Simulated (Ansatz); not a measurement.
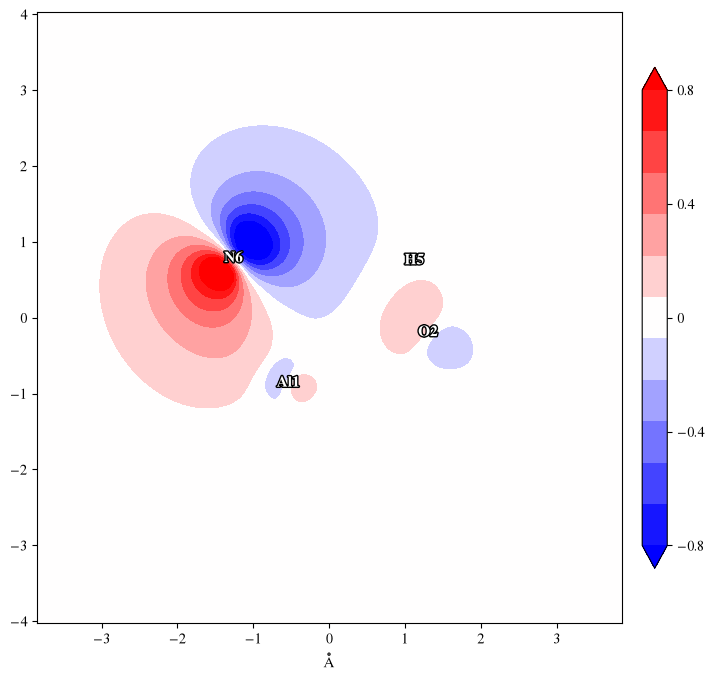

Figure 1: AlCl2H4NO. The HOMO on the plane of atoms O2, Al1 and N6 (values in Å⁻³ᐟ²; the overall sign is arbitrary).

The product side of a reaction path; geometry: PBE0-D4/def2-TZVP.

Level of theory: RKS PBE0-D4/def2-TZVPP (Ansatz 0.2.0).

Input file:

```
crystal:
  periodic: [false, false, false]
  atoms:
    - {symbol: Al, position_ang: [-0.226447, -0.671664, 0.232856]}
    - {symbol: O, position_ang: [-1.166049, 1.007257, -0.149743]}
    - {symbol: Cl, position_ang: [-0.846801, -1.762697, -1.481350]}
    - {symbol: Cl, position_ang: [-0.982826, -1.283132, 2.098977]}
    - {symbol: H, position_ang: [-0.398909, 1.569122, -0.351691]}
    - {symbol: N, position_ang: [1.398917, 0.084379, 0.165098]}
    - {symbol: H, position_ang: [-1.746896, 0.979993, -0.919865]}
    - {symbol: H, position_ang: [1.945574, 0.200656, 1.005329]}
    - {symbol: H, position_ang: [2.023536, -0.124113, -0.599711]}
basis:
  gaussian: {orbitals: def2-TZVPP}
hamiltonian: {xc: pbe0, dispersion: d4}
output: {orbitals: {seedname: orbitals}}
```

Run with:

```sh
ansatz run in.yaml --threads 4 --pin off --events-out ev --progress --plain --max-ram 9574MiB
```

What is the character of this orbital?

By Hirshfeld shares it lies mainly on N6 (about 70 %); largely a lone pair of N6. Its energy is −7.53 eV.
